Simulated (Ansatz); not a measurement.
# Nudged elastic band of SiH₂Cl₂O

System: SiH₂Cl₂O.
Method: RKS B3LYP/def2-SVP (Ansatz 0.2.0).

One setting was made poor on purpose. It belongs to a series of runs on one base structure; here: band between the two ends. Figures and captions count atoms from 1; the log counts them from 0 in places.

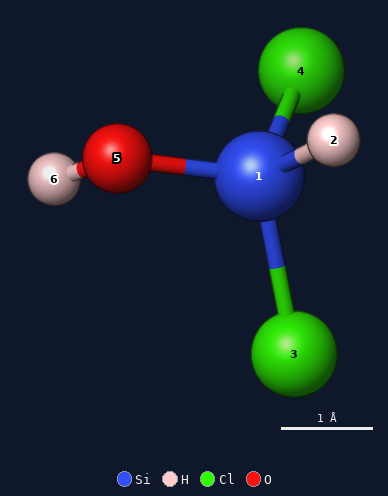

*The structure as given in the input (ball-and-stick view, seen at a tilt; atoms are numbered from 1 in the order of the input).*

Bond lengths as drawn: Cl–Si 2.07 Å, H–O 0.97 Å, H–Si 1.47 Å and O–Si 1.64 Å.

Input file
```yaml
crystal:
  periodic: [false, false, false]
  atoms:
    - { symbol: Si, position_ang: [0.074925, 0.020614, 0.42918] }
    - { symbol: H, position_ang: [-0.091074, 0.414499, 1.836004] }
    - { symbol: Cl, position_ang: [2.078531, -0.274086, 0.005179] }
    - { symbol: Cl, position_ang: [-0.61303, 1.52636, -0.812333] }
    - { symbol: O, position_ang: [-0.782641, -1.365865, 0.211749] }
    - { symbol: H, position_ang: [-0.780011, -1.790823, -0.655177] }
basis:
  gaussian: { orbitals: def2-SVP }
hamiltonian:
  xc: b3lyp
neb:
  order_check: false
  images: 5
  f_tol: 0.5
  max_iterations: 60
  final_atoms:
    - { symbol: Si, position_ang: [-1.10665454, 0.02330079, 0.17499835] }
    - { symbol: H, position_ang: [1.73108263, 0.43689227, 2.22013603] }
    - { symbol: Cl, position_ang: [2.23793401, -0.09925092, 1.15952798] }
    - { symbol: Cl, position_ang: [-1.06986506, 1.58599153, -1.24563393] }
    - { symbol: O, position_ang: [-0.96438096, -1.27649498, -0.86588189] }
    - { symbol: H, position_ang: [-0.94141607, -2.13973968, -0.42854455] }
  initial_path:
    images:
      - { positions_ang: [[0.074925, 0.020614, 0.42918], [-0.091074, 0.414499, 1.836004], [2.078531, -0.274086, 0.005179], [-0.61303, 1.52636, -0.812333], [-0.782641, -1.365865, 0.211749], [-0.780011, -1.790823, -0.655177]] }
      - { positions_ang: [[0.05655442, 0.01123868, 0.28372496], [0.11184789, 0.29462183, 1.74903494], [2.12357936, -0.18033827, 0.26265667], [-0.70476689, 1.58510601, -0.83861971], [-0.76154034, -1.37656656, -0.05523136], [-0.93897444, -1.80336269, -0.3869635]] }
      - { positions_ang: [[0.03818385, 0.00186336, 0.13826991], [0.31476978, 0.17474467, 1.66206588], [2.16862771, -0.08659054, 0.52013434], [-0.79650378, 1.64385203, -0.86490642], [-0.74043968, -1.38726812, -0.32221172], [-1.09793789, -1.81590239, -0.11874999]] }
      - { positions_ang: [[0.01981327, -0.00751197, -0.00718513], [0.51769167, 0.0548675, 1.57509682], [2.21367607, 0.00715719, 0.77761202], [-0.88824067, 1.70259804, -0.89119313], [-0.71933901, -1.39796968, -0.58919208], [-1.25690133, -1.82844208, 0.14946351]] }
      - { positions_ang: [[-0.355676, 0.00275895, 0.0535427], [0.92215532, 0.18220909, 1.79010989], [2.22176205, -0.02831218, 0.90491734], [-0.94878213, 1.6637292, -1.00934007], [-0.80101966, -1.35747812, -0.68142202], [-1.15173958, -1.93220795, -0.04320584]] }
      - { positions_ang: [[-0.73116527, 0.01302987, 0.11427053], [1.32661897, 0.30955068, 2.00512296], [2.22984803, -0.06378155, 1.03222266], [-1.0093236, 1.62486036, -1.127487], [-0.88270031, -1.31698655, -0.77365195], [-1.04657783, -2.03597382, -0.2358752]] }
      - { positions_ang: [[-1.10665454, 0.02330079, 0.17499835], [1.73108263, 0.43689227, 2.22013603], [2.23793401, -0.09925092, 1.15952798], [-1.06986506, 1.58599153, -1.24563393], [-0.96438096, -1.27649498, -0.86588189], [-0.94141607, -2.13973968, -0.42854455]] }
```

Run as:
```bash
ansatz run input.yaml --threads 1 --pin off --max-ram 2048MiB --backend cpu --events-out ev --progress --plain --runs-dir out
```

Log
```
Engine: ansatz 0.2.0, aarch64-unknown-linux-gnu
Functional definition: B3LYP
  parameter a0 = 0.2
  parameter ax = 0.72
  parameter ac = 0.81
  exchange = (1 - a0 - ax)*slater_x + ax*b88_x + a0*exact_x
  correlation = (1 - ac)*vwn_rpa_c + ac*lyp_c
765 factors; integrals over basis functions are off by at most 3.6e-4 eV
mean field evaluation 1: about -34991.4313 eV, gradient 5.0e1 eV
mean field evaluation 2: about -34980.9225 eV, gradient 8.9e1 eV
mean field evaluation 4: about -34995.6861 eV, gradient 2.6e0 eV
mean field evaluation 8: about -34995.7005 eV, gradient 1.5e-2 eV
mean field -34995.70054015 eV, -1286.0682739127 hartree, gradient 2.0e-5 eV, S^2 0.000000; 0 other end points of the search recorded, 0 dependent functions left out
the calculation of the forces begins
reference -34995.70074968 eV, -1286.0682816129 hartree; 29, 29 occupied and 49, 49 virtual orbitals, 765 factors
769 factors; integrals over basis functions are off by at most 1.0e-3 eV
mean field evaluation 16: about -34961.0815 eV, gradient 1.2e2 eV
mean field -34993.46209834 eV, -1285.9860126935 hartree, gradient 3.7e-5 eV, S^2 0.000000; 0 other end points of the search recorded, 0 dependent functions left out
[... from here on the field's lines of each further geometry are left out, up to the last ...]
NEB iter   1: max|band force component| = 7.904e1 eV/Å  barrier→ = 12.7233 eV  barrier← = 10.4848 eV  Δτ_max = 0.2000 Å  (170 SCF iters)
NEB iter   2: max|band force component| = 2.481e1 eV/Å  barrier→ = 3.7018 eV  barrier← = 1.4634 eV  Δτ_max = 0.2000 Å  (141 SCF iters)
NEB iter   3: max|band force component| = 1.580e1 eV/Å  barrier→ = 2.6591 eV  barrier← = 0.4207 eV  Δτ_max = 0.1964 Å  (139 SCF iters)
NEB iter   4: max|band force component| = 6.271e0 eV/Å  barrier→ = 3.1821 eV  barrier← = 0.9436 eV  Δτ_max = 0.1191 Å  (140 SCF iters)
NEB iter   5: max|band force component| = 2.463e0 eV/Å  barrier→ = 2.9334 eV  barrier← = 0.6949 eV  Δτ_max = 0.1654 Å  (135 SCF iters)
NEB iter   6: max|band force component| = 1.168e0 eV/Å  barrier→ = 2.8748 eV  barrier← = 0.6364 eV  Δτ_max = 0.1681 Å  (127 SCF iters)
NEB iter   7: max|band force component| = 1.941e0 eV/Å  barrier→ = 2.8311 eV  barrier← = 0.5927 eV  Δτ_max = 0.0870 Å  (127 SCF iters)
NEB iter   8: max|band force component| = 1.689e0 eV/Å  barrier→ = 2.7347 eV  barrier← = 0.4963 eV  Δτ_max = 0.0865 Å  (128 SCF iters)
NEB iter   9: max|band force component| = 8.388e-1 eV/Å  barrier→ = 2.6541 eV  barrier← = 0.4157 eV  Δτ_max = 0.0879 Å  (120 SCF iters)
NEB iter  10: max|band force component| = 1.549e0 eV/Å  barrier→ = 2.6373 eV  barrier← = 0.3988 eV  CI = image 3  Δτ_max = 0.1731 Å  (121 SCF iters)
the calculation of the forces begins
reference -34993.43831449 eV, -1285.9851386532 hartree; 29, 29 occupied and 49, 49 virtual orbitals, 769 factors
766 factors; integrals over basis functions are off by at most 1.1e-3 eV
mean field evaluation 480: about -34992.5663 eV, gradient 8.7e0 eV
mean field -34992.79879781 eV, -1285.9616368487 hartree, gradient 5.5e-5 eV, S^2 0.000000; 1 other end points of the search recorded, 0 dependent functions left out
the calculation of the forces begins
reference -34992.79901061 eV, -1285.9616446690 hartree; 29, 29 occupied and 49, 49 virtual orbitals, 766 factors
NEB iter  11: max|band force component| = 2.559e-1 eV/Å  barrier→ = 2.9017 eV  barrier← = 0.6633 eV  CI = image 3  Δτ_max = 0.0000 Å  (263 SCF iters)
```

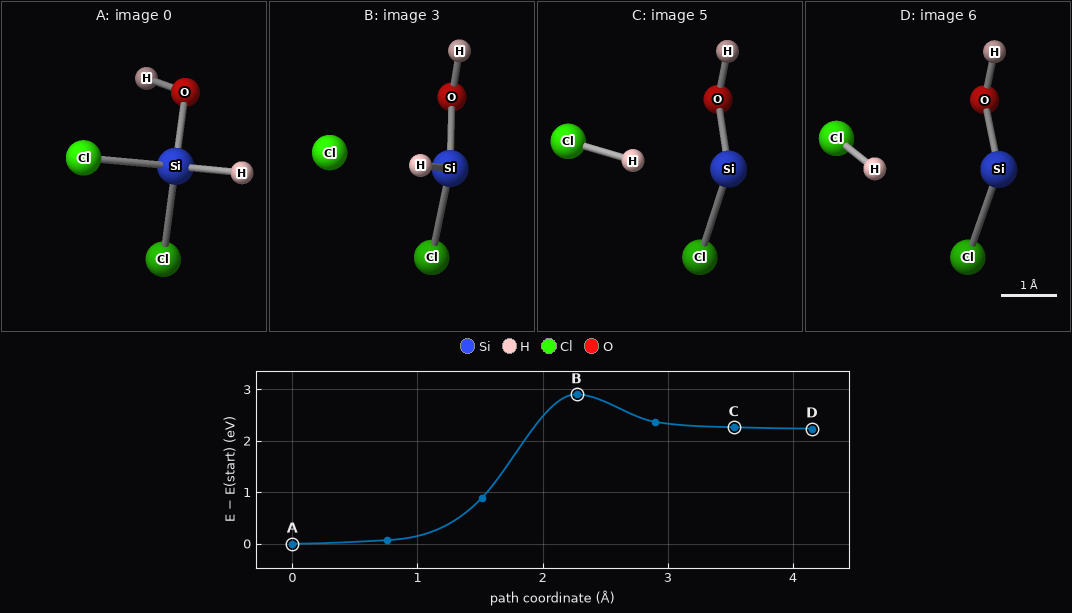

*Images of the last band (counted from 0; ball-and-stick, seen at a tilt) above the energy along the path; the line is a cubic interpolation that uses the forces.*

The highest image is number 3, 2.902 eV above the start and 0.663 eV above the end (the climbing image); the end lies 2.238 eV above the start. The path is 4.15 Å long. The band converged in 11 iterations.

```
Total energy: -34992.79901061 eV, -1285.9616446690 hartree
Atom 0 at    -0.466903     0.125458     0.315623 Å, force     0.041755    -0.022815     0.261928 eV/Å
Atom 1 at     0.664920     0.136797     1.444689 Å, force     0.050338    -0.017131    -0.008271 eV/Å
Atom 2 at     2.158751    -0.139661     0.750553 Å, force    -0.098838    -0.001940    -0.015011 eV/Å
Atom 3 at    -0.676891     1.670223    -1.005351 Å, force    -0.015334     0.182411    -0.208813 eV/Å
Atom 4 at    -0.933295    -1.225153    -0.506629 Å, force     0.047943    -0.024926     0.059357 eV/Å
Atom 5 at    -0.859882    -2.036965     0.015717 Å, force    -0.025865    -0.115598    -0.089190 eV/Å
Dipole moment:    -0.539618    -0.275675     0.228936 e Å
this run last wrote the band of iteration 11 to [file]
```

The last band as extended XYZ (Å, eV, eV/Å)
```
6
Properties=species:S:1:pos:R:3:forces:R:3 image=0 energy=-34995.70054
Si    0.0749    0.0206    0.4292    0.0036   0.0129   0.0084
H    -0.0911    0.4145    1.8360    0.0018   0.0037   0.0007
Cl    2.0785   -0.2741    0.0052   -0.0015   0.0002  -0.0011
Cl   -0.6130    1.5264   -0.8123    0.0016  -0.0102   0.0022
O    -0.7826   -1.3659    0.2117   -0.0025  -0.0072  -0.0089
H    -0.7800   -1.7908   -0.6552   -0.0030   0.0006  -0.0014
6
Properties=species:S:1:pos:R:3:forces:R:3 image=1 energy=-34995.63210
Si    0.0249    0.0636    0.3407   -0.1076   0.0580   0.0952
H    -0.0982    0.3347    1.7864   -0.1058   0.0420  -0.0315
Cl    2.0202   -0.3787    0.0243    0.0371  -0.0367  -0.1310
Cl   -0.5512    1.7389   -0.7144    0.0836  -0.0632   0.0576
O    -0.9424   -1.1696   -0.1693    0.1403  -0.1723  -0.0006
H    -0.5666   -2.0581   -0.2532   -0.0476   0.1722   0.0104
6
Properties=species:S:1:pos:R:3:forces:R:3 image=2 energy=-34994.81246
Si   -0.0417    0.0678    0.2457    1.5199  -0.2396  -0.0948
H     0.2299    0.1935    1.6680   -1.9050   0.3383   0.7890
Cl    2.0972   -0.1802    0.4102   -0.1091  -0.1545  -1.3359
Cl   -0.6597    1.6813   -0.8733    0.2020  -0.1127   0.2885
O    -0.8901   -1.1816   -0.4306    0.2254   0.1153   0.3946
H    -0.8489   -2.0502   -0.0054    0.0668   0.0532  -0.0413
6
Properties=species:S:1:pos:R:3:forces:R:3 image=3 energy=-34992.79880
Si   -0.4669    0.1255    0.3156    0.0418  -0.0228   0.2619
H     0.6649    0.1368    1.4447    0.0503  -0.0171  -0.0083
Cl    2.1588   -0.1397    0.7506   -0.0988  -0.0019  -0.0150
Cl   -0.6769    1.6702   -1.0054   -0.0153   0.1824  -0.2088
O    -0.9333   -1.2252   -0.5066    0.0479  -0.0249   0.0594
H    -0.8599   -2.0370    0.0157   -0.0259  -0.1156  -0.0892
6
Properties=species:S:1:pos:R:3:forces:R:3 image=4 energy=-34993.33199
Si   -0.8276    0.1348    0.3426   -0.2134  -0.0212  -0.0405
H     1.0438    0.1321    1.5048    0.4359  -0.0368  -0.0246
Cl    2.2514   -0.0836    0.9994   -0.0964   0.0399   0.2045
Cl   -0.8004    1.6385   -1.1114   -0.0499   0.0063  -0.0766
O    -0.8902   -1.2310   -0.6072   -0.0706   0.1732  -0.1146
H    -0.8903   -2.0602   -0.1136   -0.0055  -0.1615   0.0517
6
Properties=species:S:1:pos:R:3:forces:R:3 image=5 energy=-34993.43809
Si   -0.9645    0.0843    0.2398   -0.0020  -0.0466  -0.0175
H     1.3442    0.2510    1.8684    0.0461   0.0106   0.0321
Cl    2.3866   -0.0471    1.1625    0.0011  -0.0030   0.0160
Cl   -0.9720    1.6047   -1.2120   -0.0202   0.0014  -0.0252
O    -0.9662   -1.2562   -0.7544   -0.0190   0.0098   0.0134
H    -0.9414   -2.1059   -0.2897   -0.0060   0.0277  -0.0189
6
Properties=species:S:1:pos:R:3:forces:R:3 image=6 energy=-34993.46210
Si   -1.1067    0.0233    0.1750   -0.0027  -0.0071  -0.0122
H     1.7311    0.4369    2.2201    0.0148  -0.0116  -0.0281
Cl    2.2379   -0.0993    1.1595   -0.0140   0.0151   0.0272
Cl   -1.0699    1.5860   -1.2456    0.0041  -0.0047   0.0083
O    -0.9644   -1.2765   -0.8659   -0.0005   0.0112   0.0005
H    -0.9414   -2.1397   -0.4285   -0.0017  -0.0029   0.0043
```

Summary

```json
{"quantity": "outcome", "value": "converged"}
{"quantity": "barrier, forward", "value": "2.902 eV"}
{"quantity": "barrier, backward", "value": "0.663 eV"}
{"quantity": "hardware", "value": "1 thread of Arm Neoverse V1, 24 GiB of memory available, shared host"}
{"quantity": "wall time", "value": "2.8 min"}
{"quantity": "peak memory", "value": "0.18 GiB"}
```

Notes

A deliberately poor setting: loose force. The order of the saddle point was not checked.
